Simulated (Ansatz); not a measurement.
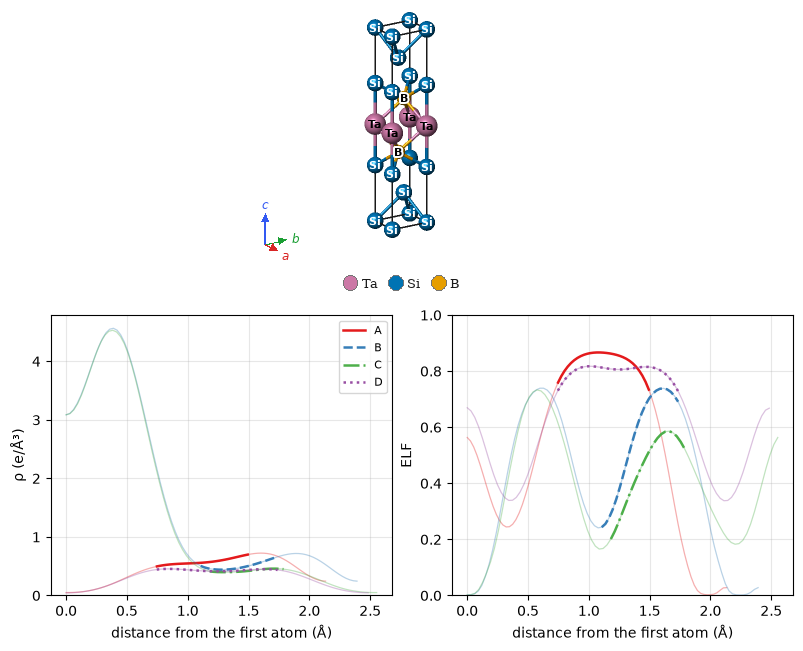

The picture shows: TaSi$_{5}$B$_{2}$. Valence electron density and electron localisation function along straight lines between neighbouring atoms. Thin, pale parts lie inside the atomic spheres. The structure is drawn too.

Space group P-3m1; a generated structure, not necessarily the stable one; computed without spin polarisation.

Method: DFT PBE, scalar-relativistic, plane waves, PAW in Ansatz.

Core electrons are frozen (PAW), and the valence fields are smoothed inside the atomic spheres.

Q: Which curve belongs to which contact (Si–B, Si–Si, Ta–B and Ta–Si)? The first atom named is at distance zero.

A: Curve A: Si–B (2.13 Å): ρ at the midpoint is about 0.55 e/Å³; the ELF peaks at about 0.85 between the atoms. Curve B: Ta–B (2.39 Å): ρ is about 0.45 e/Å³ halfway; the ELF peaks at about 0.75 in the valence shell of B, 0.8 Å from its nucleus, and is about 0.30 at the midpoint. Curve C: Ta–Si (2.55 Å): ρ is about 0.4 e/Å³ halfway; the ELF peaks at about 0.60 in the valence shell of Si, 0.9 Å from its nucleus, and is about 0.30 at the midpoint: no localised pair shows between them. Curve D: Si–Si (2.48 Å): ρ at the midpoint is about 0.41 e/Å³; the ELF peaks at about 0.80 between the atoms.
